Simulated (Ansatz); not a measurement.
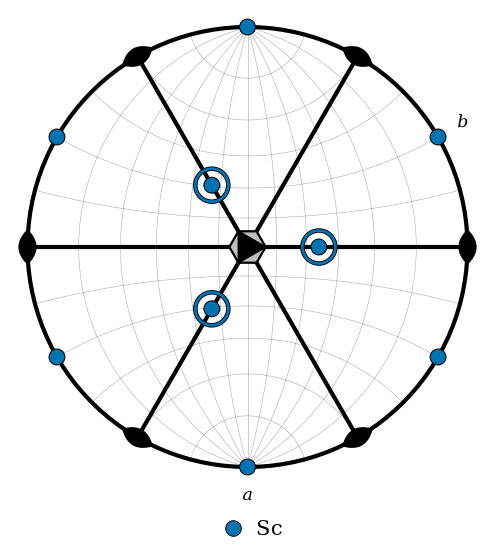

Crystal: Sc, the geometry relaxed with DFT, m-r2SCAN, plane waves (500 eV) with PAW, scalar-relativistic (Ansatz 0.2.0). Directions from one scandium atom at (1/3, 2/3, 1/4) to its bonded neighbours, in stereographic projection down c (filled: above the plane of the page or in it, open: below). Symmetry computed with spglib at a tolerance of 0.002 Å; standard conventional cell.

Neighbours are counted up to 3.64 Å for Sc. The symmetry elements of the site are drawn in: heavy lines are mirror planes (a heavy rim: a mirror in the plane of the page); lens, triangle, square and hexagon are 2-, 3-, 4- and 6-fold axes, a lens in an open square is −4, a triangle in an open hexagon −6; thin dashed diameters join the ends of axes that lie in the page; a small open circle marks inversion.

```yaml
crystal:
  lattice:
    - [3.30893, 0.00000, 0.00000]
    - [-1.65447, 2.86562, 0.00000]
    - [0.00000, 0.00000, 5.26926]
  atoms:
    - { symbol: Sc, position: [0.33333, 0.66667, 0.25000] }
    - { symbol: Sc, position: [0.66667, 0.33333, 0.75000] }
```

### How many neighbours are there, and at what angles?

12: 6 Sc at 3.25 Å, 6 Sc at 3.31 Å. Angles between bonds: 59° (12×), 60° (6×), 61° (6×), 90° (12×), 108° (3×), 120° (6×), 121° (12×), 146° (6×), 180° (3×).

### What is the site's symmetry in the crystal?

Point group -6m2 (D3h), order 12: one −6 axis, three twofold axes, four mirror planes. In P6₃/mmc, No. 194 this is Wyckoff position 2c.
